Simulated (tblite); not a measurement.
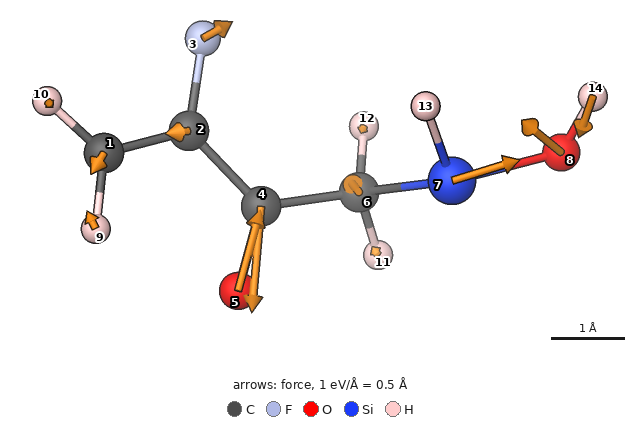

Starting geometry of C4H6FO2Si (multiplicity 2) with the computed forces as orange arrows. Style: ball-and-stick. Shown at a tilt.

These are results of GFN2-xTB geometry optimisation, gas phase (tblite 0.8.0), not measurements. 

Question: Is this structure relaxed? If not, where do the atoms go?

Answer: It isn't relaxed: the largest force vector, on C4, is 3.03 eV/Å. The final displacements have little in common with the starting forces (cosine between the two patterns 0.19). After 167 geometry steps the energy has fallen by 15.9 kcal/mol. The atom that moves furthest after the best rigid fit is H14 (2.63 Å). Largest moves by element: H 2.63 Å, O 1.85 Å, F 0.97 Å, C 0.63 Å, Si 0.31 Å. Among the contacts that change: Si7–O8 1.714 → 1.615 Å, C4–O5 1.268 → 1.225 Å, C6–Si7 1.868 → 1.911 Å, C2–F3 1.337 → 1.370 Å. Among the angles between lasting bonds that change: Si7–O8–H14 112.4° → 125.0°, C4–C6–Si7 111.7° → 101.8°, C2–C4–C6 125.3° → 116.4°. Groups turn about Si7–O8 by about 105°, C6–Si7 by about 90°.
